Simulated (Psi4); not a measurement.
# C2F3Si (SMILES [C]#C[Si](F)(F)F): UHF/3-21G

Aim: the vertical doublet–quartet gap of C2F3Si at UHF/3-21G, from 2 runs. 

The calculation is run with Psi4 1.11.

1 further run of the same task is left out (set aside as unsound or not needed).

**1. The structure to begin with**

C2F3Si: 6 atoms, total charge 0, spin state doublet. SMILES: `[C]#C[Si](F)(F)F`. The coordinates come from a PBE0-D4/def2-TZVP relaxation.

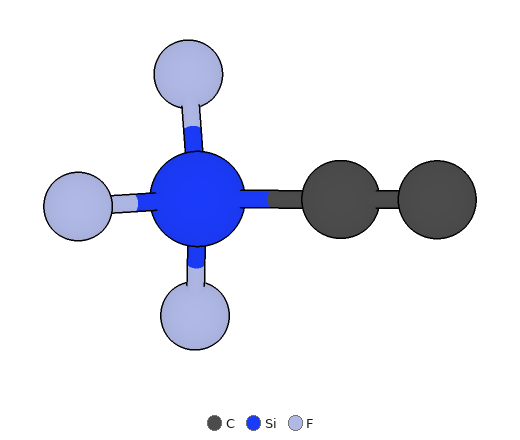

Viewed from a chosen angle; carbon dark grey, silicon blue, fluorine light blue.

**2. The energy at UHF/3-21G**

Contents of c2f3si.json:

```json
{
 "schema_name": "qcschema_input",
 "schema_version": 1,
 "molecule": {
  "schema_name": "qcschema_molecule",
  "schema_version": 2,
  "symbols": ["C", "C", "Si", "F", "F", "F"],
  "geometry": [-0.62398757, -4.46202133, 1.32885541, -0.31331659, -2.2956393, 0.67368736, 0.14853247, 0.92294224, -0.29971056, -1.91221387, 1.71246981, -2.27693101, 2.81777062, 1.25572301, -1.54201652, -0.03741658, 2.74558309, 2.02880997],
  "molecular_charge": 0,
  "molecular_multiplicity": 2,
  "fix_symmetry": "c1",
  "fix_com": true,
  "fix_orientation": true
 },
 "driver": "energy",
 "model": {
  "method": "hf",
  "basis": "3-21G"
 },
 "keywords": {
  "reference": "uhf",
  "puream": true,
  "e_convergence": 1e-09,
  "d_convergence": 1e-08,
  "scf_type": "pk",
  "maxiter": 100,
  "scf_properties": ["LOWDIN_CHARGES", "WIBERG_LOWDIN_INDICES", "MAYER_INDICES"]
 }
}
```

Started as:

```bash
$ psi4 --qcschema c2f3si.json -n 1 --memory 2200MB
```

stdout:

```text
[...]
  Running in c1 symmetry.
[...]
  Nuclear repulsion =  286.699050401280147
[...]
  Multiplicity = 2
[...]
  Nalpha       = 27
  Nbeta        = 26
[...]
    Number of basis functions: 58
[...]
   @UHF iter   1:  -659.38043195989565   -1.35557e+00   8.48010e-03 DIIS/ADIIS
[...]
   @UHF iter  17:  -659.49990277328834   -1.85310e-11   4.45485e-09 DIIS
[...]
   @S^2 Observed:                1.224579805E+00
[...]
    Orbital Energies [Eh]
    ---------------------
    Alpha Occupied:
       1A    -68.504118     2A    -26.186716     3A    -26.186050
       4A    -26.186032     5A    -11.296712     6A    -11.211498
       7A     -6.288435     8A     -4.386440     9A     -4.386439
      10A     -4.385915    11A     -1.643648    12A     -1.608693
      13A     -1.608665    14A     -1.108042    15A     -0.844086
      16A     -0.752997    17A     -0.730627    18A     -0.730621
      19A     -0.675992    20A     -0.672578    21A     -0.672572
      22A     -0.656383    23A     -0.656366    24A     -0.646034
      25A     -0.601374    26A     -0.499515    27A     -0.499515
    Alpha Virtual:
[...]
  @UHF Final Energy:  -659.49990277328834
   => Energetics <=
    Nuclear Repulsion Energy =            286.6990504012801466
    One-Electron Energy =               -1485.8991507832358820
    Two-Electron Energy =                 539.7001976086673949
    Total Energy =                       -659.4999027732883405
  UHF NO Occupations:
  HONO-2 :   25  A 1.8753021
  HONO-1 :   26  A 1.8753020
[...]
 Multipole Moments:
 ------------------------------------------------------------------------------------
     Multipole            Electronic (a.u.)      Nuclear  (a.u.)        Total (a.u.)
 ------------------------------------------------------------------------------------
 L = 1.  Multiply by 2.5417464519 to convert [e a0] to [Debye]
 Dipole X            :         -4.3981807            4.2688912           -0.1292895
 Dipole Y            :        -24.7007916           23.7992108           -0.9015808
 Dipole Z            :          8.5648068           -8.2919293            0.2728776
 Magnitude           :                                                    0.9508028
[...]
```

The result, in JSON:

```text
{
 "driver": "energy",
 "model": {
  "method": "hf",
  "basis": "3-21G"
 },
 "success": true,
 "return_result": -659.4999027732883,
 "properties": {
  "calcinfo_nbasis": 58,
  "calcinfo_nmo": 58,
  "calcinfo_nalpha": 27,
  "calcinfo_nbeta": 26,
  "calcinfo_natom": 6,
  "nuclear_repulsion_energy": 286.69905040128015,
  "return_energy": -659.4999027732883,
  "scf_one_electron_energy": -1485.8991507832359,
  "scf_two_electron_energy": 539.7001976086674,
  "scf_dipole_moment": [-0.12928950358632818, -0.9015808381170203, 0.27287758897161396],
  "scf_total_energy": -659.4999027732883,
  "scf_iterations": 17
 }
}
```

Wall time 1.4 s (1 thread of Intel Xeon 6975P-C (Granite Rapids), shared host); peak memory 0.2 GiB.

**3. The quartet at the same level**

Contents of c2f3si.py:

```python
import psi4

psi4.set_memory(2200000000)
psi4.set_num_threads(1)
psi4.core.set_output_file('psi4.out', False)

m = psi4.geometry("""
0 4
C     -0.330200    -2.361200     0.703200
C     -0.165800    -1.214800     0.356500
Si     0.078600     0.488400    -0.158600
F     -1.011900     0.906200    -1.204900
F      1.491100     0.664500    -0.816000
F     -0.019800     1.452900     1.073600
symmetry c1
no_reorient
no_com
""")

options = {'basis': '3-21G', 'reference': 'uhf', 'puream': True, 'e_convergence': 1e-09, 'd_convergence': 1e-08, 'scf_type': 'pk', 'maxiter': 100}
psi4.set_options(options)

e, wfn = psi4.energy("hf", molecule=m, return_wfn=True)
print(f'hf energy: {e:.10f} Eh')
for k, v in sorted(psi4.core.scalar_variables().items()):
    print(f'{k:45s} {v:18.10f}')
```

Started as:

```bash
$ python c2f3si.py
```

psi4.out:

```text
[...]
  Running in c1 symmetry.
[...]
  Nuclear repulsion =  286.699050461002571
[...]
  Multiplicity = 4
[...]
  Nalpha       = 28
  Nbeta        = 25
[...]
    Number of basis functions: 58
[...]
   @UHF iter   1:  -659.20661729445771   -1.18176e+00   8.05512e-03 DIIS/ADIIS
[...]
   @UHF iter  20:  -659.30965808273618   -4.54747e-13   4.75053e-09 DIIS
[...]
   @S^2 Observed:                3.756481079E+00
[...]
    Orbital Energies [Eh]
    ---------------------
    Alpha Occupied:
       1A    -68.494204     2A    -26.181501     3A    -26.179320
       4A    -26.172945     5A    -11.308216     6A    -11.246407
       7A     -6.277484     8A     -4.376777     9A     -4.376367
      10A     -4.374232    11A     -1.636593    12A     -1.603731
      13A     -1.599347    14A     -1.178670    15A     -0.858268
      16A     -0.764986    17A     -0.726459    18A     -0.724604
      19A     -0.697235    20A     -0.667675    21A     -0.667323
      22A     -0.651617    23A     -0.648264    24A     -0.639233
      25A     -0.622055    26A     -0.599208    27A     -0.555255
      28A     -0.263709
    Alpha Virtual:
[...]
  @UHF Final Energy:  -659.30965808273618
   => Energetics <=
    Nuclear Repulsion Energy =            286.6990504610025710
    One-Electron Energy =               -1485.8377016952599661
    Two-Electron Energy =                 539.8289931515212174
    Total Energy =                       -659.3096580827361777
  UHF NO Occupations:
  HONO-2 :   26  A 1.0000000
  HONO-1 :   27  A 1.0000000
[...]
 Multipole Moments:
 ------------------------------------------------------------------------------------
     Multipole            Electronic (a.u.)      Nuclear  (a.u.)        Total (a.u.)
 ------------------------------------------------------------------------------------
 L = 1.  Multiply by 2.5417464519 to convert [e a0] to [Debye]
 Dipole X            :         -4.4233684            4.2688913           -0.1544771
 Dipole Y            :        -24.8876743           23.7992108           -1.0884635
 Dipole Z            :          8.6221227           -8.2919293            0.3301934
 Magnitude           :                                                    1.1478866
[...]
```

The script printed:

```text
hf energy: -659.3096580827 Eh
CURRENT ENERGY                                   -659.3096580827
CURRENT REFERENCE ENERGY                         -659.3096580827
DD SOLVATION ENERGY                                 0.0000000000
HF KINETIC ENERGY                                 658.0697772916
HF POTENTIAL ENERGY                             -1317.3794353743
HF TOTAL ENERGY                                  -659.3096580827
HF VIRIAL RATIO                                     2.0018841175
NUCLEAR REPULSION ENERGY                          286.6990504610
ONE-ELECTRON ENERGY                             -1485.8377016953
PCM POLARIZATION ENERGY                             0.0000000000
PE ENERGY                                           0.0000000000
SCF ITERATION ENERGY                             -659.3096580827
SCF ITERATIONS                                     20.0000000000
SCF TOTAL ENERGY                                 -659.3096580827
TWO-ELECTRON ENERGY                               539.8289931515
```

It took 1.4 s on 1 thread of Intel Xeon 6975P-C (Granite Rapids), shared host; peak memory 0.2 GiB.

**4. Summary of results**

At UHF/3-21G:

| quantity | value |
| --- | --- |
| doublet: total energy | -659.49990 Eh |
| doublet: dipole moment | 2.42 D |
| doublet: HOMO energy (highest over α and β) | -12.95 eV |
| doublet: LUMO energy (lowest over α and β) | 0.70 eV |
| doublet: ⟨S²⟩ | 1.225 |
| quartet: total energy | -659.30966 Eh |
| quartet: dipole moment | 2.92 D |
| quartet: HOMO energy (highest over α and β) | -7.18 eV |
| quartet: LUMO energy (lowest over α and β) | -1.42 eV |
| quartet: ⟨S²⟩ | 3.756 |
| vertical energy of the quartet above the doublet | 5.177 eV |

In words: At this shape the quartet lies 5.18 eV (499 kJ/mol) above the doublet. ⟨S²⟩ (doublet) is 1.22 where a pure doublet has 0.75: the reference is spin-contaminated.
